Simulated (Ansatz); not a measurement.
# NO+ (singlet): one geometry, many settings at distance N1–O2 = 0.845 Å

What do other methods and options give for NO+ (singlet) at this geometry, and how long do they take?

Program: Ansatz 0.2.0, Gaussian basis. Level of theory: the settings change from run to run. These are calculated values, not measurements.

36 further runs of the same task are left out: 11 for a known fault of the program, 16 that didn't finish, 9 set aside as unsound or not needed. Runs told in other sessions of the task aren't counted.

## (1) The geometry

The geometry derives from a PBE0/def2-TZVP stationary point (not a proven minimum). One bond is set to the value named and the two fragments are kept rigid.

2 atoms, charge 1, spin multiplicity 1.

Atoms are counted from 1 here; the program's logs count them from 0.

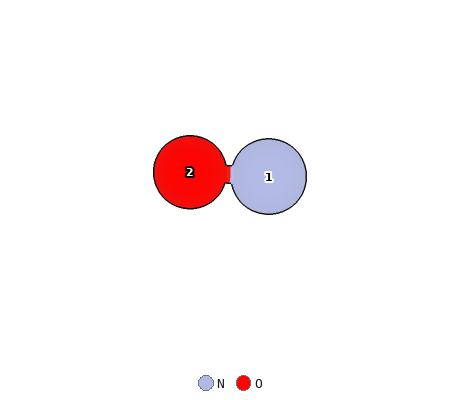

The geometry (nitrogen light blue, oxygen red); atoms are numbered from 1 in the order of the file.

Coordinates:

```xyz
2
NO
N     0.0000    0.0000    0.0000
O     0.0000    0.0000    0.8450
```

## (2) CISD/6-31G

Contents of in.yaml:

```yaml
crystal:
  periodic: [false, false, false]
  atoms:
    - {symbol: N, position_ang: [0.000000, 0.000000, 0.000000]}
    - {symbol: O, position_ang: [0.000000, 0.000000, 0.845000]}
basis:
  gaussian: {orbitals: 6-31G}
total_charge: 1
correlation: {active_space: {ras: {orbitals: [5, 0, 11], electrons: 10, max_holes: 2, max_particles: 2}, fixed_orbitals: true}}
accuracy: high
```

Command:

```
> ansatz run in.yaml --threads 1 --pin off --events-out ev --progress --plain --max-ram 2393MiB
```

What it wrote:

```text
Functional definition: HF
  name "HF"
  cite "Fock, Z. Phys. 61, 126 (1930) doi:10.1007/BF01340294"
  parent pbe
  exchange = exact_x
  correlation = 0
350 factors; integrals over basis functions are off by at most 2.6e-9 eV
mean field evaluation 1: about -3496.5103 eV, gradient 2.3e1 eV
mean field evaluation 2: about -3496.5900 eV, gradient 2.3e1 eV
mean field evaluation 4: about -3497.4124 eV, gradient 1.4e0 eV
mean field evaluation 8: about -3497.4160 eV, gradient 3.8e-4 eV
mean field -3497.41602506 eV, -128.5276682871 hartree, gradient 5.8e-8 eV, S^2 0.000000; 0 other end points of the search recorded, 0 dependent functions left out
reference -3497.41602506 eV, -128.5276682871 hartree; 7, 7 occupied and 11, 11 virtual orbitals, 350 factors
state -3502.38521814 eV, -128.7102827646 hartree
Total energy: -3502.38521814 eV, -128.7102827646 hartree
```

Wall time 0.24 s (1 thread of Arm Neoverse V2, shared host).

From the report: 1,206 determinants.

## (3) CASSCF(2,10)/6-31G

Contents of in.yaml:

```yaml
crystal:
  periodic: [false, false, false]
  atoms:
    - {symbol: N, position_ang: [0.000000, 0.000000, 0.000000]}
    - {symbol: O, position_ang: [0.000000, 0.000000, 0.845000]}
basis:
  gaussian: {orbitals: 6-31G}
total_charge: 1
correlation: {active_space: {window: {electrons: 2, orbitals: 10}}}
output: {forces: true}
```

The command is unchanged.

What it wrote:

```text
Functional definition: HF
  name "HF"
  cite "Fock, Z. Phys. 61, 126 (1930) doi:10.1007/BF01340294"
  parent pbe
  exchange = exact_x
  correlation = 0
213 factors; integrals over basis functions are off by at most 9.3e-5 eV
mean field evaluation 1: about -3496.5103 eV, gradient 2.3e1 eV
mean field evaluation 2: about -3496.5899 eV, gradient 2.3e1 eV
mean field evaluation 4: about -3497.4123 eV, gradient 1.4e0 eV
mean field evaluation 8: about -3497.4159 eV, gradient 3.8e-4 eV
mean field -3497.41593459 eV, -128.5276649625 hartree, gradient 4.4e-6 eV, S^2 0.000000; 0 other end points of the search recorded, 0 dependent functions left out
reference -3497.41593459 eV, -128.5276649625 hartree; 7, 7 occupied and 11, 11 virtual orbitals, 213 factors
state -3498.18321001 eV, -128.5558618142 hartree
the calculation of the forces begins
Total energy: -3498.18321001 eV, -128.5558618142 hartree
Atom 0 at     0.000000     0.000000     0.000000 Å, force    -0.000000     0.000000   -94.556536 eV/Å
Atom 1 at     0.000000     0.000000     0.845000 Å, force     0.000000    -0.000000    94.556536 eV/Å
Dipole moment:     0.000000    -0.000000    -0.013189 e Å
```

Wall time 1.3 s (1 thread of Arm Neoverse V2, shared host).

From the report: 100 determinants; active occupations 1.97, 0.03, 0.00, 0.00, 0.00, 0.00, 0.00, 0.00, 0.00, 0.00.

## (4) HF/def2-SVP

Contents of in.yaml:

```yaml
crystal:
  periodic: [false, false, false]
  atoms:
    - {symbol: N, position_ang: [0.000000, 0.000000, 0.000000]}
    - {symbol: O, position_ang: [0.000000, 0.000000, 0.845000]}
basis:
  gaussian: {orbitals: def2-SVP}
total_charge: 1
magnetization: {spin_polarized: false}
hamiltonian: {xc: hf}
output: {orbitals: {seedname: orbitals}}
```

Launched as before.

What it wrote:

```text
Functional definition: HF
  name "HF"
  cite "Fock, Z. Phys. 61, 126 (1930) doi:10.1007/BF01340294"
  parent pbe
  exchange = exact_x
  correlation = 0
268 factors; integrals over basis functions are off by at most 6.7e-4 eV
mean field evaluation 1: about -3497.5794 eV, gradient 2.3e1 eV
mean field evaluation 2: about -3497.5916 eV, gradient 2.3e1 eV
mean field evaluation 4: about -3498.3874 eV, gradient 1.6e0 eV
mean field evaluation 8: about -3498.3916 eV, gradient 7.2e-5 eV
mean field -3498.39161590 eV, -128.5635205893 hartree, gradient 9.7e-6 eV, S^2 0.000000; 0 other end points of the search recorded, 0 dependent functions left out
reference -3498.39161590 eV, -128.5635205893 hartree; 7, 7 occupied and 21, 21 virtual orbitals, 268 factors
Total energy: -3498.39161590 eV, -128.5635205893 hartree
```

It took 0.09 s on 1 thread of Arm Neoverse V2, shared host.

## (5) MRCISD+Q(6,6)/def2-SVP

in.yaml: that of step 4 with these lines changed.

```diff
@@ -8,4 +8,2 @@
 total_charge: 1
-magnetization: {spin_polarized: false}
-hamiltonian: {xc: hf}
-output: {orbitals: {seedname: orbitals}}
+correlation: {method: fic_mrcisd_q, electrons: all, active_space: {window: {electrons: 6, orbitals: 6}, states: [{multiplicity: 1, weights: [1, 0.5, 1, 0.5]}], root: 3}}
```

The command is unchanged.

What it wrote, cut to the lines that bear on the results:

```text
Functional definition: HF
  name "HF"
  cite "Fock, Z. Phys. 61, 126 (1930) doi:10.1007/BF01340294"
  parent pbe
[...]
464 factors; integrals over basis functions are off by at most 2.2e-7 eV
[...]
mean field -3498.39165028 eV, -128.5635218528 hartree, gradient 2.6e-6 eV, S^2 0.000000; 0 other end points of the search recorded, 0 dependent functions left out
reference -3498.39165028 eV, -128.5635218528 hartree; 7, 7 occupied and 21, 21 virtual orbitals, 464 factors
state -3500.53278584 eV, -128.6422071335 hartree
state -3485.38911655 eV, -128.0856875518 hartree
state -3485.38911655 eV, -128.0856875517 hartree
state -3481.58797409 eV, -127.9459981428 hartree
contracted CI cycle   1: correlation 0.00000000 eV, 0.0000000000 hartree, residual 2.99e1 eV
contracted CI cycle   2: correlation -5.40899078 eV, -0.1987767447 hartree, residual 4.22e0 eV
[...]
contracted CI cycle   2: correlation -5.60299422 eV, -0.2059062399 hartree, residual 3.93e0 eV
contracted CI cycle   3: correlation -5.72373835 eV, -0.2103435048 hartree, residual 8.37e-1 eV
contracted CI cycle   4: correlation -5.72932074 eV, -0.2105486536 hartree, residual 2.05e-1 eV
contracted CI cycle   5: correlation -5.72968211 eV, -0.2105619339 hartree, residual 5.35e-2 eV
contracted CI cycle   6: correlation -5.72970752 eV, -0.2105628676 hartree, residual 1.54e-2 eV
contracted CI cycle   7: correlation -5.72970984 eV, -0.2105629529 hartree, residual 4.99e-3 eV
contracted CI cycle   8: correlation -5.72971009 eV, -0.2105629620 hartree, residual 1.62e-3 eV
state -3481.58797409 eV, -127.9459981428 hartree; corrected -3487.58949168 eV, -128.1665498461 hartree
an earlier search ended where averaged states of different weights were degenerate, so these states were given the mean of their weights and the orbitals were optimised with it
Total energy: -3487.58949168 eV, -128.1665498461 hartree
```

Wall time 2.4 s (1 thread of Arm Neoverse V2, shared host).

From the report: 112 determinants; active occupations (of the averaged states) 1.89, 1.89, 1.49, 0.37, 0.37, 0.01.

## (6) CCSDT(Q)/B on UHF/6-31G

Contents of in.yaml:

```yaml
crystal:
  periodic: [false, false, false]
  atoms:
    - {symbol: N, position_ang: [0.000000, 0.000000, 0.000000]}
    - {symbol: O, position_ang: [0.000000, 0.000000, 0.845000]}
basis:
  gaussian: {orbitals: 6-31G}
total_charge: 1
magnetization: {spin_polarized: true, initial_magnetization: 0}
correlation: {method: ccsdt_q_b, electrons: outside_noble_gas}
output: {forces: true}
```

Launched as before.

What it wrote, cut to the lines that bear on the results:

```text
Functional definition: HF
  name "HF"
  cite "Fock, Z. Phys. 61, 126 (1930) doi:10.1007/BF01340294"
  parent pbe
[...]
335 factors; integrals over basis functions are off by at most 3.2e-8 eV
[...]
mean field -3497.41602500 eV, -128.5276682852 hartree, gradient 2.1e-6 eV, S^2 0.000000; 0 other end points of the search recorded, 0 dependent functions left out
2 core orbitals not correlated: weight in the atoms' cores, before any rotation towards them, 1.000 or more for the frozen orbitals, at most 0.000 for the correlated occupied ones
reference -3497.41602500 eV, -128.5276682852 hartree; 5, 5 occupied and 11, 11 virtual orbitals, 335 factors
second order -5.20280921 eV of doubles, -0.00000000 eV of singles
cycle   1  -5.03021637 eV  change    1.7e-1 eV  update   5.5e-2
[...]
cycle  10  -5.31661029 eV  change    3.6e-7 eV  update   5.8e-7
perturbative correction -0.02052733 eV, -0.0007543655 hartree
[...]
Total energy: -3502.75316263 eV, -128.7238044753 hartree
Atom 0 at     0.000000     0.000000     0.000000 Å, force     0.000000     0.000000  -100.442107 eV/Å
Atom 1 at     0.000000     0.000000     0.845000 Å, force    -0.000000     0.000000   100.442107 eV/Å
Dipole moment:    -0.000000     0.000000    -0.000405 e Å
```

Wall time 8 s (1 thread of Arm Neoverse V2, shared host).

From the report: ⟨S²⟩ of the determinant 0.000 (pure singlet: 0.00); correlation -5.3371 eV; T1 0.007; largest double amplitude 0.07.

## (7) All runs side by side

Where basis and cores are those of an earlier FCI/6-31G run (-3502.7528 eV), and the records show the same count of frozen orbitals and kind of state, the miss against it is given; a blank cell means that this couldn't be shown.

```csv
level,correlated,functions,energy (eV),from FCI (meV),time
CISD/6-31G,outside noble gas,18,-3502.3852,367.6,0.24 s
"CASSCF(2,10)/6-31G",,18,-3498.1832,4569.6,1.3 s
HF/def2-SVP,,28,-3498.3916,,0.09 s
"MRCISD+Q(6,6)/def2-SVP (excited root 3 of an average)",all,28,-3487.5895,,2.4 s
CCSDT(Q)/B on UHF/6-31G,outside noble gas,18,-3502.7532,-0.4,8 s
```

## (8) Results

```
quantity                         value
    runs                             5
quickest           HF/def2-SVP, 0.09 s
 slowest  CCSDT(Q)/B on UHF/6-31G, 8 s
```

Total energies in different bases, with other cores or another treatment of relativity can't be set against each other. CCSDT(Q)/B on UHF/6-31G took 89 times as long as HF/def2-SVP; the jobs differ in more than the method. Among the correlated runs with a miss given, it spans -0 to +368 meV. Hartree-Fock, CASSCF and CASCI lack dynamic correlation by design.
